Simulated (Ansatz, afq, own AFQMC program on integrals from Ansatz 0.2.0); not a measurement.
# NHO (singlet): AFQMC on the coupled-cluster ladder at scale of all distances = 0.888, cc-pVDZ, part 2 of 2

Ansatz 0.2.0, Gaussian basis, and an in-house AFQMC program (afq) on its integrals; all values are calculated; cc-pVDZ, frozen cores.

## 10. Phaseless AFQMC, CISD trial on RHF

It reads the integrals that the CCSD(T) run on this determinant wrote.

Started as:

```bash
$ afq ham --method phaseless --trial cisd --walkers 90 --populations 1 --least-time 40 --time-step 0.005 --steps-per-block 50 --equilibration-blocks 28 --max-blocks 300 --target-error 0.00042 --factor-cut 1e-05 --seed 9367 --release-times 0.24,0.51,0.99,1.62,2.4 --release-step 0.03 --release-every 4 --taylor-order 6
```

Standard output:

```text
orbitals 31  electrons 6 6  factors 239 of 309
reference energy -129.75668034 Eh
CCSD correlation -0.33463088 Eh in 12 cycles, weight of the determinant in the CISD state 0.9058
energy of the start -130.091311 Eh
 block  time / (1/Eh)  mean weight  energy / Eh
     1     0.250  0.9992  -130.089350
     2     0.500  0.9995  -130.094216
     3     0.750  0.9997  -130.099410
     4     1.000  1.0006  -130.093446
     5     1.250  1.0026  -130.095802
     6     1.500  0.9976  -130.105425
     7     1.750  1.0008  -130.100885
     8     2.000  0.9987  -130.099389
     9     2.250  1.0015  -130.103357
    10     2.500  1.0017  -130.111725
    17     4.250  0.9979  -130.102826
    25     6.250  0.9996  -130.100059
    33     8.250  1.0022  -130.092286
    41    10.250  1.0004  -130.098056
    49    12.250  1.0009  -130.103848
    57    14.250  1.0005  -130.097488
    65    16.250  1.0000  -130.098396
    73    18.250  0.9996  -130.101419
    81    20.250  0.9990  -130.105231
    89    22.250  0.9971  -130.101232
    97    24.250  0.9989  -130.107189
   105    26.250  0.9971  -130.099029
   113    28.250  1.0001  -130.096343
   121    30.250  1.0030  -130.096474
   129    32.250  0.9985  -130.095713
   137    34.250  1.0013  -130.099061
   145    36.250  0.9987  -130.109189
   153    38.250  0.9997  -130.098860
   161    40.250  0.9994  -130.097988
   169    42.250  1.0007  -130.098171
   177    44.250  0.9997  -130.096366
   185    46.250  1.0019  -130.110271
   193    48.250  0.9995  -130.114747
   201    50.250  1.0005  -130.098388
   209    52.250  0.9987  -130.105356
   217    54.250  0.9991  -130.106238
   225    56.250  0.9991  -130.108931
   233    58.250  1.0000  -130.104070
   241    60.250  1.0015  -130.094670
   249    62.250  1.0036  -130.096617
   257    64.250  1.0005  -130.104542
   265    66.250  1.0005  -130.093037
   273    68.250  0.9998  -130.094750
   281    70.250  1.0016  -130.101507
   289    72.250  0.9982  -130.098090
   297    74.250  1.0000  -130.098254
   305    76.250  1.0026  -130.098947
   313    78.250  0.9977  -130.099973
   321    80.250  0.9998  -130.096354
blocks merged  error / Eh  count
     1  0.000308  300
     2  0.000362  150
     4  0.000418  75
     8  0.000475  37
    16  0.000469  18
    32  0.000495  9
released: time / (1/Eh)  energy / Eh  error  mean overlap
  0.24  -130.100663  0.000474  1.0024
  0.51  -130.100934  0.000389  0.9971
  0.99  -130.100933  0.000539  0.9935
  1.62  -130.101660  0.000650  0.9816
  2.40  -130.101251  0.000775  0.9768
energy -130.101117 +/- 0.000475 Eh
```

Wall time 3.7 min (1 thread of Arm Neoverse V1, shared host).

Energy -3540.2317 ± 0.0129 eV. Caveats: constraint bias not in the error.

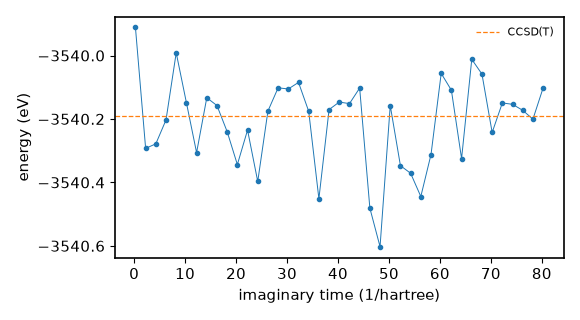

Block energies along the walk.

## 11. Free-projection AFQMC, single-determinant trial on RHF (settings varied)

It reads the integrals that the CCSD(T) run on this determinant wrote.

Started as:

```bash
$ afq ham --method free --trial hf --walkers 20 --time-step 0.05 --max-blocks 30 --target-error 0.00084 --factor-cut 1e-05 --seed 1270 --times 0,2,5,8,12 --taylor-order 4
```

Standard output:

```text
orbitals 31  electrons 6 6  factors 239 of 309
reference energy -129.75668034 Eh
CCSD correlation -0.33463088 Eh in 12 cycles, weight of the determinant in the CISD state 0.9058
Error: the cluster equations did not converge
```

Hardware: 1 thread of Arm Neoverse V1, shared host.

No energy. The run doesn't count as converged.

## 12. UHF

The input, in.yaml:

```yaml
crystal:
  periodic: [false, false, false]
  atoms:
    - {symbol: N, position_ang: [0.000000, -0.118917, 0.522576]}
    - {symbol: O, position_ang: [0.000000, 0.059357, -0.518864]}
    - {symbol: H, position_ang: [0.000000, 0.710318, 0.974214]}
basis:
  gaussian: {orbitals: cc-pVDZ}
magnetization: {spin_polarized: true, initial_magnetization: 0}
hamiltonian: {xc: hf}
output: {orbitals: {seedname: orbitals}}
```

Started as:

```bash
$ ansatz run in.yaml --threads 1 --pin off --events-out ev --progress --plain --max-ram 1382MiB
```

Standard output:

```text
Functional definition: HF
  name "HF"
  cite "Fock, Z. Phys. 61, 126 (1930) doi:10.1007/BF01340294"
  parent pbe
  exchange = exact_x
  correlation = 0
309 factors; integrals over basis functions are off by at most 1.1e-3 eV
mean field evaluation 1: about -3530.1992 eV, gradient 1.3e1 eV
mean field evaluation 2: about -3530.2023 eV, gradient 1.3e1 eV
mean field evaluation 4: about -3530.8447 eV, gradient 1.7e0 eV
mean field evaluation 8: about -3530.8591 eV, gradient 2.2e-4 eV
mean field evaluation 16: about -3530.8755 eV, gradient 5.9e-3 eV
mean field evaluation 32: about -3524.5189 eV, gradient 1.9e1 eV
mean field evaluation 64: about -3530.8409 eV, gradient 1.7e0 eV
mean field -3530.87551819 eV, -129.7572819800 hartree, gradient 2.3e-5 eV, S^2 0.198568; 3 other end points of the search recorded, 0 dependent functions left out
reference -3530.87551819 eV, -129.7572819800 hartree; 8, 8 occupied and 25, 25 virtual orbitals, 309 factors
Total energy: -3530.87551819 eV, -129.7572819800 hartree
```

Wall time 0.24 s (1 thread of Arm Neoverse V1, shared host).

From the report: ⟨S²⟩ of the determinant 0.199 (pure singlet: 0.00).

## 13. CCSD(T) on UHF

in.yaml: that of step 12 with these lines changed.

```diff
@@ -9,3 +9,2 @@
 magnetization: {spin_polarized: true, initial_magnetization: 0}
-hamiltonian: {xc: hf}
-output: {orbitals: {seedname: orbitals}}
+correlation: {method: ccsd_t, electrons: outside_noble_gas, hamiltonian_folder: ham}
```

The command is unchanged.

Standard output (excerpt; [...] marks lines left out):

```text
Functional definition: HF
  name "HF"
  cite "Fock, Z. Phys. 61, 126 (1930) doi:10.1007/BF01340294"
  parent pbe
[...]
309 factors; integrals over basis functions are off by at most 1.1e-3 eV
[...]
mean field -3530.87551819 eV, -129.7572819800 hartree, gradient 2.6e-6 eV, S^2 0.198553; 6 other end points of the search recorded, 0 dependent functions left out
determinant -3530.87551819 eV, -129.7572819800 hartree, with singles and doubles -3539.92023606 eV, -130.0896692310 hartree
determinant -3529.72840354 eV, -129.7151262941 hartree, with singles and doubles -3538.39410161 eV, -130.0335848245 hartree
determinant -3530.85914666 eV, -129.7566803373 hartree, with singles and doubles -3539.96468950 eV, -130.0913028647 hartree
2 core orbitals not correlated: weight in the atoms' cores, before any rotation towards them, 1.000 or more for the frozen orbitals, at most 0.000 for the correlated occupied ones
reference -3530.87551819 eV, -129.7572819800 hartree; 6, 6 occupied and 25, 25 virtual orbitals, 309 factors
second order -8.58288001 eV of doubles, -0.00000000 eV of singles
cycle   1  -9.04712829 eV  change   -2.4e-3 eV  update   7.6e-3
[...]
cycle  11  -9.08114542 eV  change   -4.0e-6 eV  update   3.7e-6
perturbative correction -0.22242544 eV, -0.0081739840 hartree
Total energy: -3540.17908904 eV, -130.0991819027 hartree
```

Run time: 1.1 s. Hardware: 1 thread of Arm Neoverse V1, shared host.

From the report: ⟨S²⟩ of the determinant 0.199 (pure singlet: 0.00); correlation -9.3036 eV; T1 0.054; largest double amplitude 0.08.

This run also writes the integrals to the folder ham.

## 14. CCSDT(Q) on UHF

in.yaml: that of step 13 with these lines changed.

```diff
@@ -9,2 +9,2 @@
 magnetization: {spin_polarized: true, initial_magnetization: 0}
-correlation: {method: ccsd_t, electrons: outside_noble_gas, hamiltonian_folder: ham}
+correlation: {method: ccsdt_q, electrons: outside_noble_gas}
```

Same command.

Standard output (excerpt; [...] marks lines left out):

```text
Functional definition: HF
  name "HF"
  cite "Fock, Z. Phys. 61, 126 (1930) doi:10.1007/BF01340294"
  parent pbe
[...]
578 factors; integrals over basis functions are off by at most 1.4e-7 eV
[...]
mean field -3530.87556179 eV, -129.7572835822 hartree, gradient 1.3e-6 eV, S^2 0.198588; 6 other end points of the search recorded, 0 dependent functions left out
determinant -3530.87556179 eV, -129.7572835822 hartree, with singles and doubles -3539.92027014 eV, -130.0896704837 hartree
determinant -3529.72846689 eV, -129.7151286221 hartree, with singles and doubles -3538.39416002 eV, -130.0335869712 hartree
determinant -3530.85918382 eV, -129.7566817033 hartree, with singles and doubles -3539.96472953 eV, -130.0913043359 hartree
2 core orbitals not correlated: weight in the atoms' cores, before any rotation towards them, 1.000 or more for the frozen orbitals, at most 0.000 for the correlated occupied ones
reference -3530.87556179 eV, -129.7572835822 hartree; 6, 6 occupied and 25, 25 virtual orbitals, 578 factors
second order -8.58288502 eV of doubles, -0.00000000 eV of singles
cycle   1  -8.73917891 eV  change   -1.6e-1 eV  update   6.6e-2
[...]
cycle  23  -9.32547171 eV  change    1.3e-7 eV  update   1.9e-7
perturbative correction -0.02741683 eV, -0.0010075498 hartree
Total energy: -3540.22845032 eV, -130.1009958962 hartree
```

Run time: 20 s. Hardware: 1 thread of Arm Neoverse V1, shared host.

From the report: ⟨S²⟩ of the determinant 0.199 (pure singlet: 0.00); correlation -9.3529 eV; T1 0.061; largest double amplitude 0.09.

## 15. Phaseless AFQMC, CISD trial on UHF

It reads the integrals that the CCSD(T) run on this determinant wrote.

Started as:

```bash
$ afq ham --method phaseless --trial cisd --walkers 90 --populations 1 --least-time 40 --time-step 0.005 --steps-per-block 50 --equilibration-blocks 28 --max-blocks 300 --target-error 0.00042 --factor-cut 1e-05 --start spin_pure --seed 9367 --release-times 0.24,0.51,0.99,1.62,2.4 --release-step 0.03 --release-every 4 --taylor-order 6
```

Standard output:

```text
orbitals 31  electrons 6 6  factors 239 of 309
reference energy -129.75728198 Eh
CCSD correlation -0.33372585 Eh in 15 cycles, weight of the determinant in the CISD state 0.8476
energy of the start -130.072331 Eh
 block  time / (1/Eh)  mean weight  energy / Eh
     1     0.250  0.9989  -130.082605
     2     0.500  0.9993  -130.092643
     3     0.750  1.0000  -130.098113
     4     1.000  1.0008  -130.094694
     5     1.250  1.0026  -130.096162
     6     1.500  0.9987  -130.106582
     7     1.750  1.0011  -130.099090
     8     2.000  0.9989  -130.090474
     9     2.250  1.0013  -130.104638
    10     2.500  1.0013  -130.113965
    17     4.250  0.9984  -130.103045
    25     6.250  1.0004  -130.105330
    33     8.250  1.0019  -130.093104
    41    10.250  0.9995  -130.097075
    49    12.250  1.0001  -130.100610
    57    14.250  1.0011  -130.094995
    65    16.250  1.0007  -130.096519
    73    18.250  0.9991  -130.100324
    81    20.250  0.9997  -130.097811
    89    22.250  0.9971  -130.104507
    97    24.250  0.9983  -130.108984
   105    26.250  0.9971  -130.100600
   113    28.250  1.0009  -130.099555
   121    30.250  1.0021  -130.099035
   129    32.250  0.9976  -130.096602
   137    34.250  1.0010  -130.101377
   145    36.250  0.9994  -130.103334
   153    38.250  0.9998  -130.096856
   161    40.250  0.9987  -130.099256
   169    42.250  1.0010  -130.099342
   177    44.250  0.9996  -130.101105
   185    46.250  1.0020  -130.100426
   193    48.250  0.9993  -130.106645
   201    50.250  0.9996  -130.094654
   209    52.250  0.9991  -130.111248
   217    54.250  0.9996  -130.109864
   225    56.250  0.9997  -130.106448
   233    58.250  0.9999  -130.105613
   241    60.250  1.0016  -130.095541
   249    62.250  1.0035  -130.094714
   257    64.250  1.0007  -130.094663
   265    66.250  1.0000  -130.093116
   273    68.250  0.9995  -130.095111
   281    70.250  1.0015  -130.100395
   289    72.250  0.9982  -130.104873
   297    74.250  0.9999  -130.097746
   305    76.250  1.0021  -130.096551
   313    78.250  0.9984  -130.096184
   321    80.250  0.9995  -130.104553
blocks merged  error / Eh  count
     1  0.000332  300
     2  0.000387  150
     4  0.000448  75
     8  0.000489  37
    16  0.000563  18
    32  0.000464  9
released: time / (1/Eh)  energy / Eh  error  mean overlap
  0.24  -130.100772  0.000611  1.0000
  0.51  -130.101003  0.000532  0.9955
  0.99  -130.101068  0.000573  0.9990
  1.62  -130.101988  0.000785  0.9838
  2.40  -130.101807  0.001109  0.9708
energy -130.100426 +/- 0.000563 Eh
```

It took 8.2 min on 1 thread of Arm Neoverse V1, shared host.

Energy -3540.2129 ± 0.0153 eV. Caveats: constraint bias not in the error.

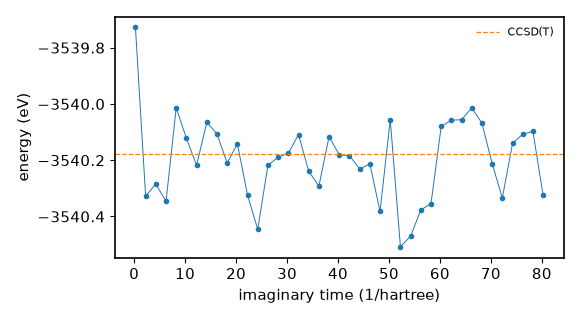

Block energies along the walk.

## 16. Free-projection AFQMC, single-determinant trial on UHF (settings varied)

It reads the integrals that the CCSD(T) run on this determinant wrote.

Started as:

```bash
$ afq ham --method free --trial hf --walkers 20 --time-step 0.05 --max-blocks 30 --target-error 0.00084 --factor-cut 1e-05 --seed 1270 --times 0,2,5,8,12 --taylor-order 4
```

Standard output:

```text
orbitals 31  electrons 6 6  factors 239 of 309
reference energy -129.75728198 Eh
CCSD correlation -0.33372585 Eh in 15 cycles, weight of the determinant in the CISD state 0.8476
Error: the cluster equations did not converge
```

Hardware: 1 thread of Arm Neoverse V1, shared host.

No energy. The run doesn't count as converged.

## 17. All levels side by side

On the RHF determinant, counted from CCSDT(Q) (a yardstick, not exact):

| level | energy (eV) | from CCSDT(Q) (kcal/mol) | statistical error (kcal/mol) | time |
| --- | --- | --- | --- | --- |
| HF | -3530.8591 | +216.06 |  |  |
| MP2 | -3539.5389 | +15.90 |  |  |
| CCSD | -3539.9649 | +6.07 |  |  |
| CCSD(T) | -3540.1921 | +0.83 |  |  |
| CCSDT(Q) | -3540.2282 | 0.00 |  |  |
| Phaseless AFQMC, CISD trial, step 0.005, 90 walkers | -3540.2317 | -0.08 | 0.30 | 3.7 min |

On the UHF determinant, counted from CCSDT(Q) (a yardstick, not exact):

| level | energy (eV) | from CCSDT(Q) (kcal/mol) | statistical error (kcal/mol) | time |
| --- | --- | --- | --- | --- |
| HF | -3530.8755 | +215.68 |  |  |
| MP2 | -3539.4584 | +17.76 |  |  |
| CCSD | -3539.9567 | +6.27 |  |  |
| CCSD(T) | -3540.1791 | +1.14 |  |  |
| CCSDT(Q) | -3540.2285 | 0.00 |  |  |
| Phaseless AFQMC, CISD trial, step 0.005, 90 walkers | -3540.2129 | +0.36 | 0.35 | 8.2 min |

The functionals' totals stand on their own zeros and serve differences with other points: PBE -3544.971 eV; r2SCAN -3546.936 eV; PBE0 -3545.071 eV; B3LYP -3548.785 eV; wB97M-V -3547.870 eV; B2PLYP -3545.700 eV.

## 18. What came out

The summary covers parts 1 to 2.

```
                                        quantity                  value
                    CCSD(T) on RHF from CCSDT(Q)         +0.83 kcal/mol
Phaseless AFQMC, CISD trial on RHF from CCSDT(Q)  -0.08 ± 0.30 kcal/mol
                    CCSD(T) on UHF from CCSDT(Q)         +1.14 kcal/mol
Phaseless AFQMC, CISD trial on UHF from CCSDT(Q)  +0.36 ± 0.35 kcal/mol
```

In words: On RHF the phaseless walk with the CISD trial lies -0.08 kcal/mol from CCSDT(Q), within three error bars. On UHF the phaseless walk with the CISD trial lies +0.36 kcal/mol from CCSDT(Q), within three error bars. Error bars are statistical and leave out the constraint, the time step and what remains of the start.
